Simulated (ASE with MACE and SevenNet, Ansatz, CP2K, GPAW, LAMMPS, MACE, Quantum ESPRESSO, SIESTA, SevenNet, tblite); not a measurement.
# Machine-learned potentials on amorphous 63SiO2-37Rb2O (mol %) (105 atoms): settings against a plane-wave reference

Wanted: machine-learned potentials inputs and outputs for amorphous 63SiO2-37Rb2O (mol %) (105 atoms), checked against a plane-wave reference.

Program: ASE with MACE and SevenNet. Level of theory: the method is named at each step. Results are calculated unless marked as measured.

## Step 1: Starting point

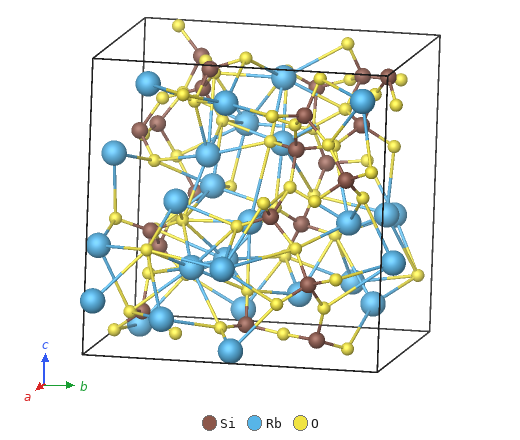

The cell as given, slightly off an axis (silicon brown, rubidium blue, oxygen yellow). Some periodic images of atoms are drawn too.

The cell holds 105 atoms: 22 Si, 26 Rb and 57 O. Its edges and angles: a = 12.074 Å, b = 12.074 Å, c = 12.074 Å, α = 90.0°, β = 90.0°, γ = 90.0°. 105 atoms (22 Si, 26 K, 57 O) placed at random at 2.46 g/cm³, melted at 5000 K for 10 ps at fixed volume with the Morse and Coulomb pair potential with partial charges (Pedone, Malavasi, Menziani, Cormack and Segre, J. Phys. Chem. B 110, 11780 (2006)). Quenched from 5000 K to 300 K at 1000 K/ps and fixed volume, held 10 ps at zero pressure, then minimised at fixed cell. Then K was replaced by Rb and the cell scaled by 1.013 (the potential has no terms for the new elements, so the cell is a start for a DFT relaxation).

The yardstick, on the same geometry:

* method: Kohn-Sham DFT, PBE, SSSP efficiency 1.3.0 pseudopotentials, plane waves (Quantum ESPRESSO 7.5); sssp-pbe-1.3.0-efficiency, cutoffs 60/480 Ry, Γ point
* r.m.s. force component: 0.6304 eV/Å
* longest force: 2.243 eV/Å
* pressure: 5.021 GPa
* gap (highest filled to lowest empty level): 2.876 eV
* time: 12 min on 2 MPI ranks of Arm Neoverse V1, shared host
* CPU time: 24 min

## Step 2: MACE MPA-0 medium potential

Method: machine-learned interatomic potential MACE MPA-0 medium, trained on PBE(+U) plane-wave data.

run.py

```python
import numpy as np
from ase.io import read
import mlip  # loads the published weights by name

atoms = read("structure.xyz")
atoms.calc = mlip.calc("mace-mpa-0-medium")
energy = atoms.get_potential_energy()
forces = atoms.get_forces()
print(f"energy {energy:.6f} eV")
print("forces (eV/A)")
for i, (a, f) in enumerate(zip(atoms, forces)):
    print(f"{i:4d} {a.symbol:2s} {f[0]:10.5f} {f[1]:10.5f} {f[2]:10.5f}")
stress = -atoms.get_stress(voigt=False) * 160.21766
print("stress (GPa, compression positive)")
for row in stress:
    print(" ".join(f"{x:10.4f}" for x in row))
```

structure.xyz

```xyz
105
Lattice="12.07362 0.00000 0.00000 0.00000 12.07362 0.00000 0.00000 0.00000 12.07362" Properties=species:S:1:pos:R:3 pbc="T T T"
Si 0.81207 7.24586 9.76671
Si 10.47809 8.84972 3.15508
Si 9.48793 7.04266 5.68088
Si 6.47206 3.83543 11.09252
Si 4.02897 0.63302 8.06928
Si 0.36426 7.68015 6.64653
Si 7.41079 7.64562 8.17251
Si 0.34180 2.38695 5.12368
Si 2.84998 1.38702 3.23754
Si 5.92030 1.54941 4.29712
Si 6.98000 11.22436 11.28425
Si 5.22450 9.90133 8.99630
Si 9.98657 8.37318 9.95180
Si 11.02527 10.34154 7.57414
Si 8.64121 8.96128 0.64618
Si 0.66586 2.46459 10.74564
Si 7.66554 5.87961 0.96215
Si 2.80156 9.45461 10.63903
Si 3.61834 3.07672 9.88648
Si 7.05450 1.51367 1.17923
Si 2.79118 7.16231 4.46821
Si 0.81775 0.80265 7.91522
Rb 7.69911 9.94190 5.35827
Rb 11.55530 5.95326 0.42994
Rb 9.03867 3.07974 6.01653
Rb 3.38737 0.80459 0.10347
Rb 10.71123 2.93944 1.43193
Rb 1.45294 10.71546 4.86712
Rb 11.91449 0.31162 2.18967
Rb 6.03838 3.80657 7.54372
Rb 1.63513 9.13224 2.07292
Rb 9.51691 1.85668 10.79683
Rb 4.55357 4.42414 3.10690
Rb 8.54462 3.72495 3.29151
Rb 4.49187 6.52470 10.63070
Rb 3.46923 3.59528 5.90931
Rb 3.74946 6.43995 7.85341
Rb 0.72333 4.41834 8.13207
Rb 4.35870 10.90127 5.28849
Rb 11.89227 11.05400 10.95331
Rb 11.88129 5.55036 3.78097
Rb 2.34482 4.83186 0.80459
Rb 9.41670 0.03441 4.09090
Rb 7.52742 0.22276 7.60191
Rb 4.73238 10.53532 1.68717
Rb 4.66501 7.49965 1.88493
Rb 9.47224 5.04629 10.19545
Rb 6.44490 5.68257 4.97614
O 1.41672 7.39521 5.46899
O 8.60849 1.28210 1.35478
O 11.70586 3.67811 10.76182
O 5.82794 10.51178 10.36895
O 8.31389 7.59310 6.75688
O 3.33099 3.87877 8.56539
O 11.33085 10.11866 3.55158
O 2.59257 10.99182 10.55222
[... 45 atom lines left out ...]
O 1.56728 1.64298 4.27297
O 0.94343 7.18767 8.10997
O 0.24835 1.53407 6.56177
O 6.47412 6.40892 8.29989
```

Started as:

```console
OMP_NUM_THREADS=1 python run.py > output.txt
```

Log:

```text
energy -667.384939 eV
forces (eV/A)
   0 Si    0.01449    1.86429   -0.37753
   1 Si    0.46622   -1.38313   -0.37646
   2 Si    0.86118    1.19053    0.25039
   3 Si    0.65720   -0.87977    0.96067
   4 Si   -0.70283    0.87621    0.89599
   5 Si   -1.00189    1.05158    0.61138
   6 Si    0.83058    0.51687    0.23840
   7 Si    0.94425    0.42244    0.04788
   8 Si    0.01957    0.41350    0.13991
   9 Si   -0.15252   -0.52746   -1.71846
  10 Si    1.28873    0.29803   -0.79428
  11 Si   -0.25053   -0.16283    1.61456
  12 Si   -0.18772    0.32771   -0.95799
  13 Si    0.26621   -1.50093   -0.18176
  14 Si   -0.12372   -0.93637   -0.57998
  15 Si   -0.05114   -0.32548   -0.69864
  16 Si    0.24436   -0.19997    0.01372
  17 Si    0.57060    0.02041   -0.32768
  18 Si   -0.07087   -1.41366   -1.55914
  19 Si    0.27674   -0.54622   -0.54089
  20 Si    0.66382    0.38440    0.14778
  21 Si    0.77362    0.74875   -0.50042
  22 Rb   -0.17174   -0.92638    0.05893
  23 Rb   -0.36547    0.89276    0.09986
[...]
97 O     0.12771   -0.68672    0.78222
  98 O     0.42597   -0.14621   -1.17943
  99 O     0.09158   -0.24514    1.07359
 100 O    -0.36483   -1.10406    0.00351
 101 O     0.10672   -0.68323    0.33338
 102 O     0.19457   -0.29502   -0.53255
 103 O    -0.33990   -0.71438    0.62863
 104 O    -0.54385   -0.93544    0.04625
stress (GPa, compression positive)
    3.3934     0.6163     0.6079
    0.6163     6.8285    -1.0754
    0.6079    -1.0754     5.0118
```

Run time: 10 s. Hardware: 1 thread of Arm Neoverse V1, shared host; peak memory 1.1 GiB.

Banners, paths, timers and routine set-up lines are dropped from the logs unmarked, and long logs keep their key lines alone; longer cuts are marked.

Numbers from this run, and their distance from the reference:

```
r.m.s. force component                  : 0.6218 eV/Å
r.m.s. difference of force components   : 60.67 meV/Å
longest difference of force vectors     : 215.3 meV/Å
force difference over r.m.s. force      : 9.624 %
slope of forces against the reference's : 0.9817
correlation of force components         : 0.9954
pressure                                : 5.078 GPa
pressure difference                     : 0.0566 GPa
```

Length of the force difference by element (eV/Å):

| element | atoms | mean | most |
| --- | --- | --- | --- |
| O | 57 | 0.082 | 0.17 |
| Rb | 26 | 0.091 | 0.20 |
| Si | 22 | 0.13 | 0.22 |

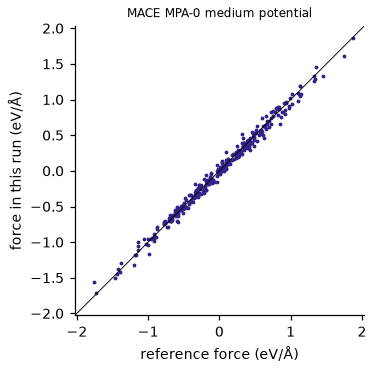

Force components against those of the reference; the line marks equality.

The surroundings of Si19, which bears the longest force, nearest first, numbered as they follow in the input and with coordinates relative to it.

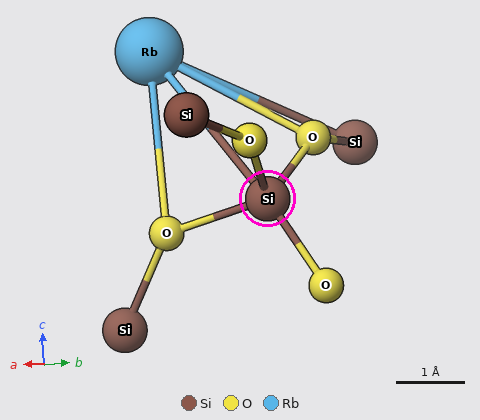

The atoms of the table, within 3.2 Å (arrows a, b, c point along x, y, z); some may hide others; the central atom is ringed.

| atom | x | y | z | distance (Å) | bonds | Fx | Fy | Fz (eV/Å) |
| --- | --- | --- | --- | --- | --- | --- | --- | --- |
| Si19 | 0.00 | 0.00 | 0.00 | 0.00 | 4 | -0.07 | -1.41 | -1.56 |
| O54 | -0.29 | 0.80 | -1.32 | 1.57 | 5 | 0.16 | 1.08 | -0.51 |
| O65 | 1.25 | 0.67 | 0.83 | 1.64 | 3 | -0.54 | 0.41 | 0.83 |
| O76 | -1.36 | -0.15 | 0.91 | 1.64 | 4 | 0.53 | 0.40 | 0.75 |
| O100 | 0.47 | -1.55 | -0.43 | 1.67 | 3 | 0.09 | -0.25 | 1.07 |
| Si5 | 0.41 | -2.44 | -1.82 | 3.07 | 4 | -0.70 | 0.88 | 0.90 |
| Si16 | -2.95 | -0.61 | 0.86 | 3.14 | 4 | -0.05 | -0.33 | -0.70 |
| Si4 | 2.85 | 0.76 | 1.21 | 3.19 | 4 | 0.66 | -0.88 | 0.96 |
| Rb26 | -0.23 | -2.27 | 2.29 | 3.23 | 7 | -0.01 | 0.16 | -0.36 |

Atoms are counted from 1 here, from 0 in the log.

Forces lie 9.6 % from the reference's, at 0.0066 times its CPU time (on 1 against 2 cores).

## Step 3: MACE MP-0b3 medium potential

Method: machine-learned interatomic potential MACE MP-0b3 medium, trained on PBE(+U) plane-wave data.

Changes to run.py since step 2:

```diff
@@ -5,3 +5,3 @@
 atoms = read("structure.xyz")
-atoms.calc = mlip.calc("mace-mpa-0-medium")
+atoms.calc = mlip.calc("mace-mp-0b3-medium")
 energy = atoms.get_potential_energy()
```

structure.xyz is that of step 2.

Log:

```text
energy -668.638209 eV
forces (eV/A)
   0 Si   -0.13915    2.00274   -0.48402
   1 Si    0.38195   -1.31561   -0.38432
   2 Si    0.76676    1.30400    0.29931
   3 Si    0.65467   -0.80417    0.88026
   4 Si   -0.57903    0.84490    0.86756
   5 Si   -1.15980    1.13214    0.76202
   6 Si    0.89066    0.48413    0.13578
   7 Si    0.99453    0.35117    0.14150
   8 Si    0.09455    0.24655    0.03073
   9 Si   -0.03404   -0.57158   -1.69415
  10 Si    1.26906    0.26048   -0.80790
  11 Si   -0.30500   -0.06427    1.58897
  12 Si   -0.15015    0.35315   -1.00067
  13 Si    0.17825   -1.50263   -0.17285
  14 Si   -0.10170   -0.82566   -0.59339
  15 Si   -0.04678   -0.26483   -0.91597
  16 Si    0.22342   -0.20206   -0.10006
  17 Si    0.60053    0.04004   -0.47180
  18 Si    0.06784   -1.39544   -1.70249
  19 Si    0.16193   -0.64767   -0.57597
  20 Si    0.81764    0.59166    0.22137
  21 Si    0.59901    0.65949   -0.43528
  22 Rb   -0.11551   -0.85607    0.03020
  23 Rb   -0.30571    0.77882    0.14037
[...]
97 O     0.19964   -0.76993    0.80086
  98 O     0.51476   -0.17690   -1.15913
  99 O     0.03473   -0.26145    1.16853
 100 O    -0.36014   -1.09561    0.04373
 101 O     0.06729   -0.61557    0.32909
 102 O     0.24427   -0.34124   -0.51979
 103 O    -0.35777   -0.55877    0.46519
 104 O    -0.63746   -0.95441    0.00432
stress (GPa, compression positive)
    3.4620     0.6076     0.5340
    0.6076     6.5985    -1.0239
    0.5340    -1.0239     4.7982
```

Wall time 8.9 s (1 thread); peak memory 1.1 GiB.

Numbers from this run, and their distance from the reference:

* r.m.s. force component: 0.6071 eV/Å
* r.m.s. difference of force components: 80.11 meV/Å
* longest difference of force vectors: 448.3 meV/Å
* force difference over r.m.s. force: 12.71 %
* slope of forces against the reference's: 0.9557
* correlation of force components: 0.9923
* pressure: 4.953 GPa
* pressure difference: -0.0684 GPa

Against the first run (9.6 %), the force difference from the reference is 13 %, at 0.93 times the CPU time.

## Step 4: SevenNet l3i5 potential

Method: machine-learned interatomic potential SevenNet l3i5, trained on PBE(+U) plane-wave data.

Changes to run.py since step 3:

```diff
@@ -5,3 +5,3 @@
 atoms = read("structure.xyz")
-atoms.calc = mlip.calc("mace-mp-0b3-medium")
+atoms.calc = mlip.calc("7net-l3i5")
 energy = atoms.get_potential_energy()
```

structure.xyz is that of step 3.

Log:

```text
energy -668.210999 eV
forces (eV/A)
   0 Si    0.01773    1.88890   -0.39929
   1 Si    0.59791   -1.34870   -0.50387
   2 Si    0.77090    1.13491    0.23093
   3 Si    0.63808   -0.88033    1.02393
   4 Si   -0.64961    0.91210    0.86207
   5 Si   -1.15640    1.08503    0.63481
   6 Si    0.79490    0.31096    0.12211
   7 Si    0.93901    0.39253    0.02215
   8 Si    0.13314    0.41808    0.04072
   9 Si   -0.07434   -0.40981   -1.79161
  10 Si    1.33173    0.38274   -0.76246
  11 Si   -0.24741    0.02799    1.75142
  12 Si   -0.17455    0.36146   -0.96665
  13 Si    0.12006   -1.38724   -0.18583
  14 Si   -0.19681   -0.87373   -0.50600
  15 Si   -0.07795   -0.24660   -0.88148
  16 Si    0.23500   -0.28855    0.03091
  17 Si    0.62222    0.10893   -0.35786
  18 Si   -0.02525   -1.37994   -1.63165
  19 Si    0.24426   -0.62191   -0.55379
  20 Si    0.78598    0.48918    0.24011
  21 Si    0.68116    0.64981   -0.48494
  22 Rb   -0.13591   -0.86041   -0.03632
  23 Rb   -0.35151    0.82226    0.16702
[...]
97 O     0.13710   -0.70299    0.75864
  98 O     0.49970   -0.12863   -1.16894
  99 O     0.09190   -0.24421    1.10966
 100 O    -0.36622   -1.13282    0.05121
 101 O     0.04909   -0.67915    0.32567
 102 O     0.25028   -0.35473   -0.53588
 103 O    -0.34504   -0.60075    0.50534
 104 O    -0.51443   -0.91568    0.05227
stress (GPa, compression positive)
    3.2613     0.6593     0.5609
    0.6593     6.5670    -1.0398
    0.5609    -1.0398     4.7727
```

It took 11 s on 1 thread; peak memory 1.5 GiB.

Compared with the plane-wave run:

| Item | Value |
| --- | --- |
| r.m.s. force component | 0.6127 eV/Å |
| r.m.s. difference of force components | 46.92 meV/Å |
| longest difference of force vectors | 192 meV/Å |
| force difference over r.m.s. force | 7.443 % |
| slope of forces against the reference's | 0.9695 |
| correlation of force components | 0.9976 |
| pressure | 4.867 GPa |
| pressure difference | -0.1543 GPa |

Against the first run (9.6 %), the force difference from the reference is 7.4 %, at 1.2 times the CPU time.

## Step 5: Side by side

Differences are against the plane-wave reference, forces as r.m.s. over components; share is that over the reference's r.m.s. force, slope the least-squares factor from reference forces to these. Total energies of different programs have different zeros and aren't compared.

| run | Δ force, r.m.s. (meV/Å) | share (%) | slope | Δ pressure (GPa) | cores | CPU time | memory (GiB) |
| --- | --- | --- | --- | --- | --- | --- | --- |
| reference | - | - | - | - | 2 | 24 min | 5.6 |
| MACE MPA-0 medium potential | 60.7 | 9.62 | 0.982 | 0.0566 | 1 | 9.6 s | 1.1 |
| MACE MP-0b3 medium potential | 80.1 | 12.7 | 0.956 | -0.0684 | 1 | 8.9 s | 1.1 |
| SevenNet l3i5 potential | 46.9 | 7.44 | 0.970 | -0.154 | 1 | 11 s | 1.5 |

Times of the machine-learned potentials are mostly Python's start and the loading of weights.

CPU time is summed over cores on a shared host, where runs went side by side, so it is rough. Symmetry, cutoffs, thresholds, outputs and thread counts weren't matched or tuned between programs; memory under MPI is the largest rank's times the ranks.

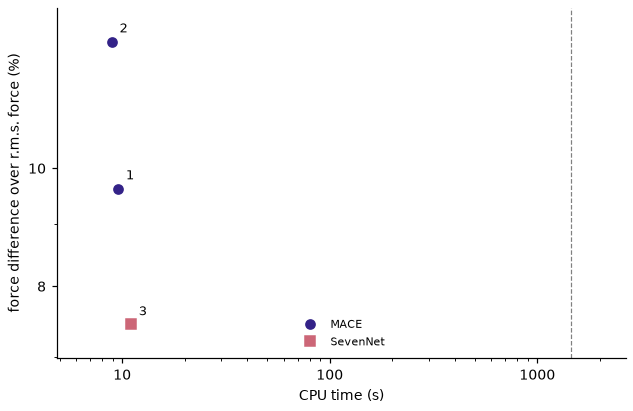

Force difference against CPU time; the dashed line marks the reference's time. Points: 1 MACE MPA-0 medium potential; 2 MACE MP-0b3 medium potential; 3 SevenNet l3i5 potential.

## Step 6: What came out

```
nearest in forces : SevenNet l3i5 potential, 7.4 %
its CPU time      : 11 s
```

In words: Machine-learned potentials differ by 7.4 % (SevenNet l3i5 potential) to 13 % (MACE MP-0b3 medium potential); they were trained on other programs' data. The reference's pressure holds the uncorrected Pulay stress of its 60 Ry basis, so small pressure differences, and their order, may be the reference's own error. Machine-learned potentials mimic data converged in k, so the reference's own k-point error enters their differences. The quench rate of 1000 K/ps is many orders above laboratory rates, so the cell is likely richer in defects and strain than a real sample. The network of bonds at the start is that of the classical potential that made the cell, and needn't be the one that DFT or experiment would give. The reference's stress is far from hydrostatic: its diagonal is 3.4, 6.7, 5.0 GPa, compression counted positive. The reference's pressure of 5.0 GPa belongs to a cell and atoms that aren't relaxed at this level. The electronic-structure runs sample only Γ, in a cell whose shortest periodic width is 12 Å.

[Also dropped from logs without a mark: logging warnings of Python, and SIESTA's first energy breakdown and zero terms.]

[Logs are printed without paths, hosts, clocks, repeated set-up lines and the standing remarks that a program may print on its own settings, such as how far it seeks lower states.]

[Hosts, paths, dates, database ids (printed as entryN), source tags and the programs' standing remarks are cut or masked in the printed files.]
